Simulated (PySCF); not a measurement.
**C2H6O3Si: density, localisation and related maps**

```yaml
atoms:
  - { symbol: C, position_ang: [-1.8505, -0.8745, -0.0795] }
  - { symbol: O, position_ang: [-1.1055, -0.0050, -0.8924] }
  - { symbol: Si, position_ang: [0.1098, 1.0010, -0.5617] }
  - { symbol: C, position_ang: [1.4465, 0.0770, 0.4719] }
  - { symbol: O, position_ang: [1.2052, -0.8083, 1.2606] }
  - { symbol: O, position_ang: [2.7013, 0.4857, 0.2519] }
  - { symbol: H, position_ang: [-2.2894, -1.6359, -0.7249] }
  - { symbol: H, position_ang: [-2.6489, -0.3243, 0.4225] }
  - { symbol: H, position_ang: [-1.2154, -1.3498, 0.6686] }
  - { symbol: H, position_ang: [-0.2755, 2.1580, 0.2537] }
  - { symbol: H, position_ang: [0.5953, 1.2964, -1.8963] }
  - { symbol: H, position_ang: [3.3282, -0.0210, 0.7997] }
```

Geometry: GFN2-xTB.

Computed with PBE0/def2-SVPD, SCF density, gas phase (PySCF).

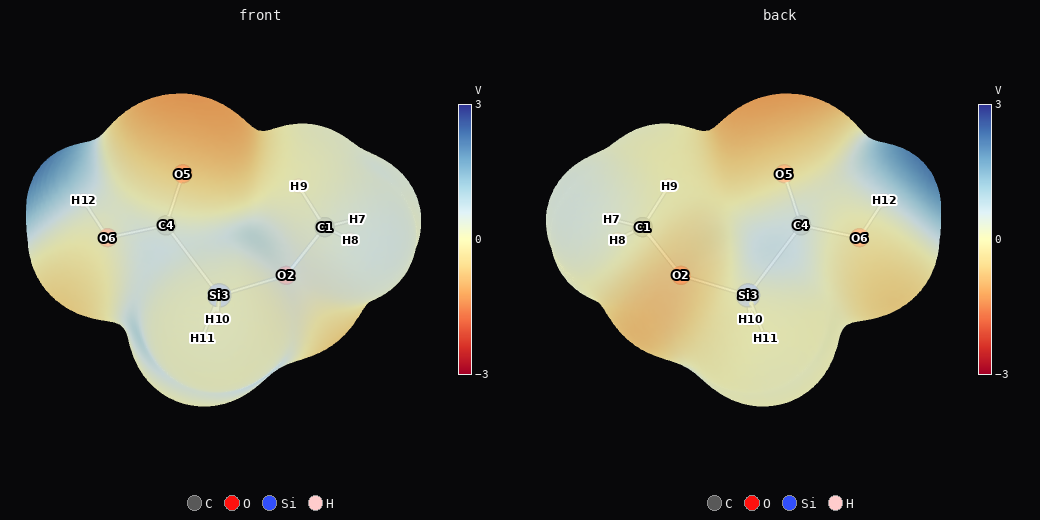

Figure 1. The electrostatic potential painted on the density surface at 0.001 e/bohr³, seen from the front and from behind; red is negative and blue positive.

> Describe the electrostatic potential map.

The most negative region (about −1.2 V) lies over O5, the most positive (about +2.1 V) over H12. O5 is the likeliest acceptor of a hydrogen bond.

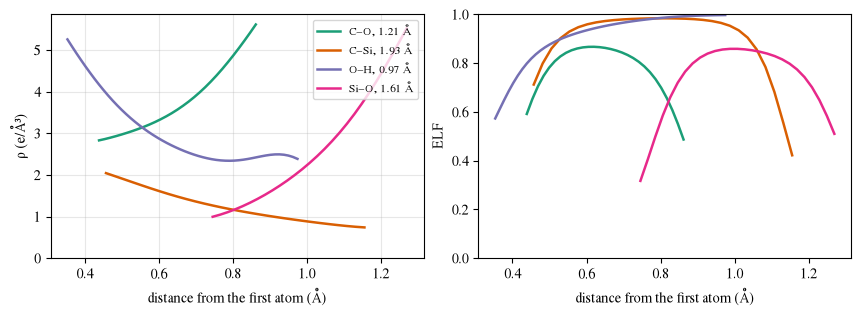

Figure 2. Electron density and electron localisation function along straight lines between neighbouring atoms. The curves leave out the atomic cores.

> What kind of bonding do the profiles show?

C–O (1.21 Å): ρ at the midpoint is about 3.3 e/Å³; the ELF peaks at about 0.85 between the atoms; a short, multiple covalent bond.
C–Si (1.93 Å): the density is about 0.93 e/Å³ at the midpoint; the ELF peaks at about 1 between the atoms; a shared electron pair.
O–H (0.97 Å): ρ is about 3.7 e/Å³ halfway; the ELF climbs to about 1 towards the hydrogen, as it does in any bond to H; an ordinary covalent bond to hydrogen.
Si–O (1.61 Å): the density is about 1.2 e/Å³ at the midpoint; the ELF peaks at about 0.85 between the atoms (a polar covalent bond).
